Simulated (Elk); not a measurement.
Band structure of MgSb (R-3m, 2 atoms in the cell).

```
CELL_PARAMETERS angstrom
      1.91954     1.10825     4.01831
     -1.91954     1.10825     4.01831
      0.00000    -2.21649     4.01831
ATOMIC_POSITIONS crystal
  Mg 0.00000 0.00000 0.00000
  Sb 0.50000 0.50000 0.50000
```

Method: LDA (PW92), all-electron FP-LAPW, Elk's shipped species files, APW+lo basis with extra local orbitals in Elk.

Settings: rgkmax = 8; stype = 0; swidth = 0.00499791 Ha; ngridk = 12 12 12; gmaxvr = 16 1/bohr; nxlo = 2; lorbcnd = true; lmaxi = 2; maxscl = 100.

The starting cell comes from a database of computed structures (which also holds hypothetical and non-ambient phases and stackings), without a prior relaxation at this level. Spin-orbit coupling is off. Values depend on the basis (sphere radii, cutoffs, local orbitals), which need not be converged. The run gives no clean gap (levels at the Fermi energy touch, overlap or are partly filled at this smearing), which alone does not show that the compound is a metal.

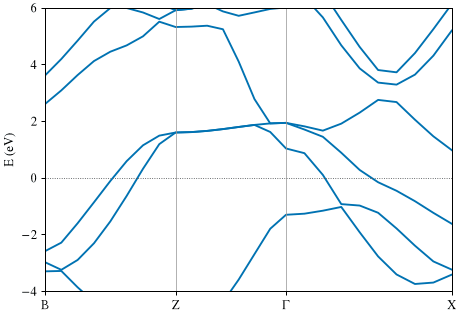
*Bands along the path, energies from the Fermi level.*

Levels in eV from the Fermi level, bands 9 to 16:
```
point       9      10     11     12     13    14    15    16
-----  ------  ------  -----  -----  -----  ----  ----  ----
B      -28.33   -8.37  -3.31  -2.98  -2.60  2.60  3.61  7.89
Z      -28.34   -9.88  -5.61   1.59   1.59  5.32  5.91  5.91
Γ      -28.34  -10.77  -1.31   1.03   1.93  1.93  6.01  7.13
X      -28.33   -8.36  -3.42  -3.25  -1.63  0.97  5.19  6.12
```

Bands cross the Fermi level along this path, so the cell is metallic at this level.
